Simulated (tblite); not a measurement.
**Run report: C3H6F3PSi, geometry relaxation (part 3 of 4)**

Continued. System: C3H6F3PSi. Method: GFN2-xTB geometry optimisation, gas phase (tblite 0.8.0). 

Geometry of the input (Å):
```
C  0.0392  1.9669  0.2118
P  0.1155  0.2179  -0.3111
Si 2.1302  -0.6496  -0.3352
C  -1.1403  -0.8571  0.4548
F  -1.0342  -1.3872  1.7126
C  -2.2330  -1.1398  -0.2805
F  -2.3779  -0.6310  -1.5434
F  -3.1877  -1.9452  0.2790
H  -1.0213  2.3085  0.0641
H  0.6336  2.6420  -0.4353
H  0.2634  2.1664  1.2749
H  2.2768  -1.4299  -1.5946
H  2.3196  -1.6059  0.7637
H  3.2155  0.3435  -0.2831
```

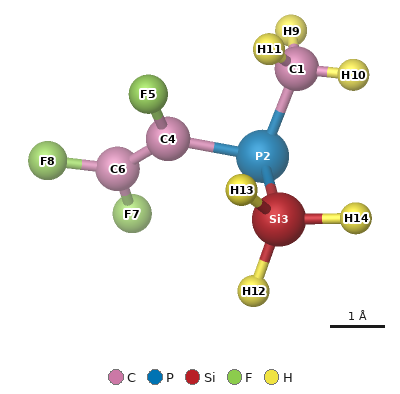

Fig. 1: The geometry at step 82 of the log (ball-and-stick view, seen at a tilt; atoms are numbered from 1 in the order of the input).

## Trajectory as extended XYZ, continued
```
14
Properties=species:S:1:pos:R:3:forces:R:3 step=65 energy=-759.01834
C     0.1464    1.8679    0.3642   -0.0060   0.0330   0.0410
P    -0.0449    0.4723   -0.8344    0.0700  -0.0770  -0.0260
Si    1.9084   -0.6031   -0.4118   -0.0980   0.0840   0.0230
C    -1.1304   -0.5748    0.1913    0.0270   0.0200   0.0360
F    -0.9219   -0.6328    1.5257    0.0320   0.0100   0.0190
C    -2.1363   -1.2706   -0.3218    0.0030  -0.0770   0.0030
F    -2.4101   -1.2623   -1.6171   -0.0310   0.0040  -0.0990
F    -2.9609   -2.0811    0.3268   -0.0130   0.0100   0.0190
H    -0.7396    2.5028    0.3307    0.0130  -0.0370  -0.0300
H     1.0083    2.4555    0.0548   -0.0010   0.0240   0.0120
H     0.2909    1.5081    1.3805    0.0380  -0.0040   0.0050
H     2.0717   -1.6624   -1.4015   -0.0600   0.0100  -0.0410
H     1.9954   -1.1608    0.9345   -0.0350  -0.0340   0.0910
H     2.9222    0.4409   -0.5441    0.0620   0.0340  -0.0510
14
Properties=species:S:1:pos:R:3:forces:R:3 step=67 energy=-759.02066
C     0.1521    1.8745    0.3781   -0.0020   0.0020   0.0120
P    -0.0498    0.4829   -0.8260    0.0320  -0.0130  -0.0370
Si    1.8960   -0.6015   -0.4194   -0.0070   0.0450   0.0400
C    -1.1398   -0.5629    0.1948    0.0140  -0.0210   0.0120
F    -0.9457   -0.6013    1.5331   -0.0070  -0.0170  -0.0340
C    -2.1220   -1.2863   -0.3293   -0.0070  -0.0270   0.0040
F    -2.3828   -1.2929   -1.6294    0.0250   0.0170  -0.0230
F    -2.9471   -2.1006    0.3139   -0.0030   0.0020   0.0330
H    -0.7260    2.5209    0.3364    0.0440  -0.0480  -0.0080
H     1.0264    2.4485    0.0766   -0.0220   0.0270   0.0110
H     0.2861    1.5075    1.3937    0.0180   0.0150  -0.0070
H     2.0327   -1.6786   -1.3978   -0.0620   0.0470  -0.0050
H     1.9982   -1.1431    0.9354   -0.0320  -0.0150   0.0470
H     2.9209    0.4325   -0.5822    0.0100  -0.0160  -0.0440
14
Properties=species:S:1:pos:R:3:forces:R:3 step=69 energy=-759.02314
C     0.1479    1.8791    0.3841    0.0330  -0.0700  -0.0500
P    -0.0445    0.4867   -0.8239   -0.0370   0.0540  -0.0070
Si    1.8919   -0.6009   -0.4174    0.0510  -0.0160   0.0390
C    -1.1385   -0.5586    0.1960    0.0920   0.0200  -0.0280
F    -0.9465   -0.5872    1.5330   -0.0120  -0.0450   0.0170
C    -2.1069   -1.2953   -0.3324   -0.0710   0.0180  -0.0080
F    -2.3662   -1.2919   -1.6333    0.0260  -0.0260  -0.0080
F    -2.9349   -2.1077    0.3092   -0.0040  -0.0170   0.0120
H    -0.7315    2.5189    0.3364   -0.0200  -0.0050   0.0110
H     1.0183    2.4575    0.0856    0.0240   0.0510  -0.0100
H     0.2837    1.5121    1.3982    0.0040   0.0060   0.0240
H     1.9984   -1.6832   -1.3955   -0.0480   0.0480   0.0120
H     1.9928   -1.1417    0.9393   -0.0210   0.0030   0.0220
H     2.9353    0.4119   -0.6015   -0.0170  -0.0210  -0.0260
14
Properties=species:S:1:pos:R:3:forces:R:3 step=71 energy=-759.02540
C     0.1443    1.8867    0.3908    0.0390   0.0140  -0.0020
P    -0.0418    0.5016   -0.8234    0.0100   0.0110   0.0180
Si    1.8874   -0.6054   -0.4167   -0.0180  -0.0190   0.0060
C    -1.1324   -0.5495    0.1943    0.0500  -0.0110  -0.0050
F    -0.9525   -0.5708    1.5337    0.0010  -0.0370  -0.0020
C    -2.0872   -1.3030   -0.3365   -0.0660   0.0560  -0.0190
F    -2.3358   -1.3019   -1.6407    0.0100  -0.0590   0.0300
F    -2.9122   -2.1205    0.3045    0.0260   0.0070  -0.0350
H    -0.7402    2.5205    0.3408   -0.0100  -0.0060   0.0220
H     1.0112    2.4789    0.1059    0.0070   0.0090  -0.0380
H     0.2773    1.5201    1.4061   -0.0060  -0.0090   0.0010
H     1.9496   -1.6969   -1.3880   -0.0300   0.0280   0.0120
H     1.9823   -1.1387    0.9437   -0.0030   0.0200   0.0140
H     2.9492    0.3784   -0.6365   -0.0100  -0.0020  -0.0030
14
Properties=species:S:1:pos:R:3:forces:R:3 step=73 energy=-759.02683
C     0.1484    1.8915    0.3957   -0.0050   0.0650   0.0530
P    -0.0412    0.5117   -0.8207    0.0360  -0.0270   0.0140
Si    1.8821   -0.6074   -0.4164   -0.0470  -0.0010   0.0060
C    -1.1292   -0.5448    0.1930   -0.0250  -0.0450   0.0240
F    -0.9627   -0.5644    1.5354    0.0140  -0.0110  -0.0360
C    -2.0807   -1.3029   -0.3396   -0.0030   0.0280  -0.0180
F    -2.3146   -1.3194   -1.6461   -0.0010  -0.0320   0.0180
F    -2.8989   -2.1295    0.2987    0.0270   0.0280  -0.0250
H    -0.7393    2.5230    0.3446    0.0280  -0.0030   0.0250
H     1.0156    2.4878    0.1165   -0.0230  -0.0210  -0.0350
H     0.2745    1.5243    1.4128    0.0070  -0.0070  -0.0340
H     1.9175   -1.7022   -1.3824   -0.0180  -0.0070  -0.0050
H     1.9798   -1.1330    0.9472    0.0050   0.0280   0.0050
H     2.9480    0.3647   -0.6607    0.0060   0.0050   0.0090
14
Properties=species:S:1:pos:R:3:forces:R:3 step=76 energy=-759.02787
C     0.1539    1.8974    0.4054   -0.0130  -0.0140  -0.0040
P    -0.0413    0.5200   -0.8150   -0.0190   0.0110  -0.0060
Si    1.8728   -0.6071   -0.4192    0.0050  -0.0070   0.0010
C    -1.1315   -0.5409    0.1925   -0.0030   0.0030  -0.0170
F    -0.9767   -0.5491    1.5354    0.0010  -0.0210  -0.0040
C    -2.0748   -1.3056   -0.3447    0.0220  -0.0240  -0.0050
F    -2.2939   -1.3437   -1.6524    0.0080   0.0080  -0.0180
F    -2.8858   -2.1406    0.2905   -0.0110   0.0130   0.0170
H    -0.7297    2.5319    0.3522   -0.0030   0.0290   0.0300
H     1.0251    2.4866    0.1259   -0.0110  -0.0110  -0.0140
H     0.2725    1.5218    1.4194    0.0280   0.0120  -0.0040
H     1.8848   -1.7096   -1.3776   -0.0090  -0.0070   0.0060
H     1.9797   -1.1167    0.9494    0.0100   0.0180   0.0070
H     2.9442    0.3551   -0.6842   -0.0070  -0.0100   0.0110
14
Properties=species:S:1:pos:R:3:forces:R:3 step=78 energy=-759.02853
C     0.1528    1.9033    0.4136    0.0130  -0.0420  -0.0400
P    -0.0433    0.5294   -0.8120   -0.0290   0.0260  -0.0130
Si    1.8658   -0.6092   -0.4228   -0.0020  -0.0090  -0.0100
C    -1.1337   -0.5352    0.1915    0.0330   0.0220  -0.0380
F    -0.9854   -0.5352    1.5343   -0.0130  -0.0310   0.0180
C    -2.0633   -1.3130   -0.3496   -0.0070  -0.0220  -0.0130
F    -2.2735   -1.3592   -1.6591    0.0140   0.0080   0.0050
F    -2.8732   -2.1492    0.2855   -0.0140   0.0000   0.0100
H    -0.7259    2.5436    0.3625   -0.0250   0.0210   0.0290
H     1.0263    2.4885    0.1348    0.0090   0.0010  -0.0130
H     0.2717    1.5215    1.4243    0.0240   0.0170   0.0230
H     1.8558   -1.7209   -1.3719   -0.0070   0.0050   0.0220
H     1.9792   -1.1025    0.9507    0.0100   0.0060   0.0140
H     2.9461    0.3376   -0.7040   -0.0070  -0.0020   0.0050
14
Properties=species:S:1:pos:R:3:forces:R:3 step=80 energy=-759.02950
C     0.1531    1.9104    0.4236    0.0230  -0.0170  -0.0280
P    -0.0475    0.5445   -0.8090   -0.0140   0.0140  -0.0120
Si    1.8539   -0.6111   -0.4254   -0.0250   0.0000   0.0010
C    -1.1347   -0.5283    0.1871    0.0270   0.0030  -0.0160
F    -0.9984   -0.5260    1.5315   -0.0160  -0.0080   0.0120
C    -2.0481   -1.3222   -0.3580   -0.0200  -0.0160  -0.0110
F    -2.2428   -1.3836   -1.6694    0.0020   0.0110   0.0200
F    -2.8570   -2.1579    0.2796   -0.0090  -0.0120  -0.0110
H    -0.7207    2.5594    0.3806   -0.0110  -0.0130   0.0200
H     1.0292    2.4904    0.1420    0.0120   0.0130  -0.0050
H     0.2764    1.5249    1.4326    0.0150   0.0130   0.0120
H     1.8114   -1.7329   -1.3609    0.0000  -0.0070   0.0250
H     1.9803   -1.0818    0.9557    0.0030   0.0000  -0.0010
H     2.9442    0.3137   -0.7322    0.0110   0.0190  -0.0050
14
Properties=species:S:1:pos:R:3:forces:R:3 step=82 energy=-759.02982
C     0.1561    1.9097    0.4240    0.0100   0.0100   0.0070
P    -0.0497    0.5470   -0.8098   -0.0040  -0.0030  -0.0040
Si    1.8505   -0.6094   -0.4247   -0.0100   0.0070   0.0080
C    -1.1345   -0.5289    0.1845   -0.0050  -0.0150   0.0120
F    -1.0023   -0.5293    1.5301   -0.0050   0.0110  -0.0070
C    -2.0480   -1.3236   -0.3601   -0.0020  -0.0080   0.0060
F    -2.2398   -1.3895   -1.6712   -0.0090   0.0120  -0.0010
F    -2.8570   -2.1575    0.2797   -0.0060  -0.0140  -0.0170
H    -0.7175    2.5605    0.3858    0.0100  -0.0190   0.0120
H     1.0332    2.4880    0.1400   -0.0030   0.0130  -0.0030
H     0.2818    1.5260    1.4343    0.0140   0.0050  -0.0140
H     1.8057   -1.7325   -1.3576    0.0020  -0.0170   0.0190
H     1.9808   -1.0765    0.9580   -0.0020   0.0030  -0.0130
H     2.9401    0.3155   -0.7351    0.0100   0.0150  -0.0050
14
Properties=species:S:1:pos:R:3:forces:R:3 step=84 energy=-759.03011
C     0.1608    1.9069    0.4223   -0.0040   0.0100   0.0200
P    -0.0527    0.5457   -0.8120    0.0000  -0.0090   0.0050
Si    1.8491   -0.6057   -0.4244    0.0180   0.0090  -0.0030
C    -1.1358   -0.5323    0.1829   -0.0230  -0.0080   0.0160
F    -1.0052   -0.5315    1.5286    0.0050   0.0120  -0.0070
C    -2.0522   -1.3251   -0.3604    0.0100   0.0070   0.0150
F    -2.2458   -1.3903   -1.6710   -0.0100   0.0070  -0.0150
F    -2.8623   -2.1571    0.2806   -0.0020  -0.0140  -0.0180
H    -0.7120    2.5589    0.3894    0.0100  -0.0100   0.0030
H     1.0384    2.4836    0.1366   -0.0110   0.0110  -0.0070
H     0.2886    1.5231    1.4323    0.0180  -0.0040  -0.0160
H     1.8116   -1.7309   -1.3553    0.0030  -0.0110   0.0200
H     1.9808   -1.0716    0.9585   -0.0060   0.0030  -0.0090
H     2.9361    0.3259   -0.7303   -0.0070  -0.0030  -0.0050
14
Properties=species:S:1:pos:R:3:forces:R:3 step=86 energy=-759.03047
C     0.1647    1.9081    0.4252   -0.0060  -0.0110   0.0020
P    -0.0568    0.5493   -0.8119    0.0040  -0.0030   0.0070
Si    1.8448   -0.6031   -0.4264    0.0260   0.0080  -0.0210
C    -1.1387   -0.5325    0.1819   -0.0150   0.0160   0.0000
F    -1.0126   -0.5243    1.5274    0.0040  -0.0010   0.0130
C    -2.0495   -1.3309   -0.3627   -0.0020   0.0200   0.0020
F    -2.2399   -1.3966   -1.6741    0.0000   0.0020  -0.0040
F    -2.8603   -2.1642    0.2758    0.0060  -0.0120  -0.0140
H    -0.7057    2.5620    0.3989   -0.0130   0.0020  -0.0020
H     1.0422    2.4840    0.1378   -0.0070   0.0060  -0.0130
H     0.2957    1.5203    1.4325    0.0220  -0.0100   0.0080
H     1.8002   -1.7372   -1.3470    0.0070   0.0020   0.0210
H     1.9806   -1.0599    0.9581   -0.0070  -0.0040   0.0110
H     2.9347    0.3244   -0.7377   -0.0200  -0.0130  -0.0100
14
Properties=species:S:1:pos:R:3:forces:R:3 step=88 energy=-759.03093
C     0.1664    1.9144    0.4325   -0.0020  -0.0200  -0.0150
P    -0.0601    0.5592   -0.8083    0.0090   0.0010   0.0030
Si    1.8375   -0.6031   -0.4301   -0.0010  -0.0040  -0.0120
C    -1.1416   -0.5275    0.1821    0.0090   0.0310  -0.0050
F    -1.0227   -0.5120    1.5275   -0.0060  -0.0080   0.0290
C    -2.0386   -1.3378   -0.3673   -0.0240   0.0120  -0.0180
F    -2.2174   -1.4068   -1.6808    0.0060   0.0040   0.0040
F    -2.8479   -2.1784    0.2638    0.0180  -0.0020  -0.0070
H    -0.7043    2.5675    0.4132   -0.0280   0.0050  -0.0010
H     1.0409    2.4934    0.1419   -0.0040  -0.0040  -0.0120
H     0.3034    1.5233    1.4373    0.0250  -0.0130   0.0200
H     1.7675   -1.7518   -1.3298    0.0120  -0.0030   0.0020
H     1.9810   -1.0466    0.9572   -0.0040  -0.0030   0.0310
H     2.9352    0.3059   -0.7612   -0.0090   0.0030  -0.0200
14
Properties=species:S:1:pos:R:3:forces:R:3 step=91 energy=-759.03152
C     0.1674    1.9217    0.4404   -0.0100   0.0050   0.0100
P    -0.0620    0.5708   -0.8033    0.0020  -0.0060   0.0070
Si    1.8281   -0.6046   -0.4323   -0.0120  -0.0290   0.0350
C    -1.1432   -0.5199    0.1827    0.0080   0.0100   0.0200
F    -1.0327   -0.5054    1.5294   -0.0120   0.0090  -0.0020
C    -2.0265   -1.3403   -0.3741    0.0000   0.0000  -0.0020
F    -2.1883   -1.4143   -1.6892   -0.0070   0.0130  -0.0170
F    -2.8297   -2.1936    0.2478    0.0130   0.0070   0.0000
H    -0.7097    2.5685    0.4302    0.0040  -0.0120   0.0060
H     1.0344    2.5084    0.1408   -0.0150  -0.0080  -0.0060
H     0.3191    1.5315    1.4446    0.0120  -0.0100  -0.0180
H     1.7281   -1.7702   -1.3055    0.0160  -0.0130  -0.0240
H     1.9823   -1.0365    0.9592   -0.0010   0.0210   0.0110
H     2.9320    0.2834   -0.7928    0.0030   0.0140  -0.0210
14
Properties=species:S:1:pos:R:3:forces:R:3 step=93 energy=-759.03228
C     0.1689    1.9191    0.4389   -0.0030   0.0170   0.0220
P    -0.0632    0.5690   -0.8041   -0.0040  -0.0070   0.0140
Si    1.8265   -0.6047   -0.4285    0.0100  -0.0210   0.0410
C    -1.1443   -0.5195    0.1831   -0.0050   0.0010   0.0230
F    -1.0336   -0.5118    1.5303   -0.0020   0.0190  -0.0190
C    -2.0299   -1.3353   -0.3770    0.0340  -0.0080   0.0160
F    -2.1908   -1.4030   -1.6922   -0.0200   0.0080  -0.0270
F    -2.8266   -2.1959    0.2422   -0.0130   0.0040  -0.0040
H    -0.7146    2.5584    0.4416    0.0240  -0.0310   0.0190
H     1.0258    2.5137    0.1267   -0.0120   0.0020  -0.0070
H     0.3435    1.5283    1.4400   -0.0160   0.0020  -0.0350
H     1.7316   -1.7769   -1.2929    0.0130  -0.0120  -0.0310
H     1.9806   -1.0304    0.9659    0.0010   0.0320  -0.0030
H     2.9256    0.2883   -0.7963   -0.0080  -0.0060  -0.0100
14
Properties=species:S:1:pos:R:3:forces:R:3 step=95 energy=-759.03293
C     0.1707    1.9133    0.4353    0.0140   0.0050  -0.0050
P    -0.0649    0.5630   -0.8068    0.0040   0.0010   0.0050
Si    1.8290   -0.6037   -0.4234    0.0160  -0.0040  -0.0030
C    -1.1461   -0.5217    0.1832   -0.0110   0.0050  -0.0020
F    -1.0322   -0.5163    1.5295    0.0080   0.0090   0.0000
C    -2.0363   -1.3319   -0.3775    0.0240  -0.0090   0.0010
F    -2.2059   -1.3884   -1.6928   -0.0100  -0.0030   0.0010
F    -2.8311   -2.1949    0.2406   -0.0210   0.0050  -0.0090
H    -0.7153    2.5475    0.4520    0.0010  -0.0340   0.0250
H     1.0183    2.5143    0.1116    0.0090   0.0120  -0.0080
H     0.3651    1.5178    1.4300   -0.0270   0.0140  -0.0020
H     1.7495   -1.7783   -1.2881    0.0100   0.0050  -0.0130
H     1.9760   -1.0205    0.9733    0.0060   0.0200   0.0100
H     2.9227    0.2992   -0.7891   -0.0230  -0.0260  -0.0010
14
Properties=species:S:1:pos:R:3:forces:R:3 step=97 energy=-759.03334
C     0.1728    1.9131    0.4364    0.0170  -0.0050  -0.0180
P    -0.0660    0.5652   -0.8074    0.0110   0.0000  -0.0090
Si    1.8272   -0.6040   -0.4213   -0.0070  -0.0040  -0.0250
C    -1.1476   -0.5197    0.1819   -0.0030   0.0050  -0.0110
F    -1.0337   -0.5128    1.5276    0.0050   0.0020   0.0150
C    -2.0327   -1.3342   -0.3802   -0.0130  -0.0080  -0.0150
F    -2.2047   -1.3868   -1.6959    0.0050  -0.0050   0.0150
F    -2.8285   -2.1988    0.2351   -0.0080   0.0110  -0.0050
H    -0.7159    2.5417    0.4669   -0.0210  -0.0210   0.0120
H     1.0130    2.5203    0.1053    0.0130   0.0100   0.0010
H     0.3781    1.5135    1.4264   -0.0090   0.0140   0.0250
H     1.7440   -1.7836   -1.2792    0.0090   0.0070  -0.0020
H     1.9712   -1.0059    0.9795    0.0120   0.0090   0.0180
H     2.9222    0.2915   -0.7973   -0.0120  -0.0140  -0.0010
14
Properties=species:S:1:pos:R:3:forces:R:3 step=99 energy=-759.03363
C     0.1741    1.9149    0.4373    0.0020  -0.0050   0.0010
P    -0.0648    0.5683   -0.8074    0.0040  -0.0060  -0.0070
Si    1.8242   -0.6066   -0.4198   -0.0130  -0.0060  -0.0100
C    -1.1476   -0.5164    0.1810    0.0040  -0.0060  -0.0020
F    -1.0335   -0.5116    1.5271    0.0010   0.0050   0.0010
C    -2.0282   -1.3344   -0.3831   -0.0190  -0.0020  -0.0060
F    -2.1991   -1.3855   -1.6987    0.0070  -0.0040   0.0030
F    -2.8235   -2.2013    0.2296   -0.0060   0.0100   0.0010
H    -0.7212    2.5336    0.4789   -0.0120  -0.0050  -0.0100
H     1.0070    2.5297    0.1012   -0.0020   0.0060   0.0100
H     0.3867    1.5158    1.4261    0.0130   0.0040   0.0190
H     1.7362   -1.7902   -1.2708    0.0040  -0.0040  -0.0040
H     1.9689   -0.9974    0.9846    0.0140   0.0090   0.0050
H     2.9202    0.2806   -0.8081    0.0060   0.0010   0.0000
```
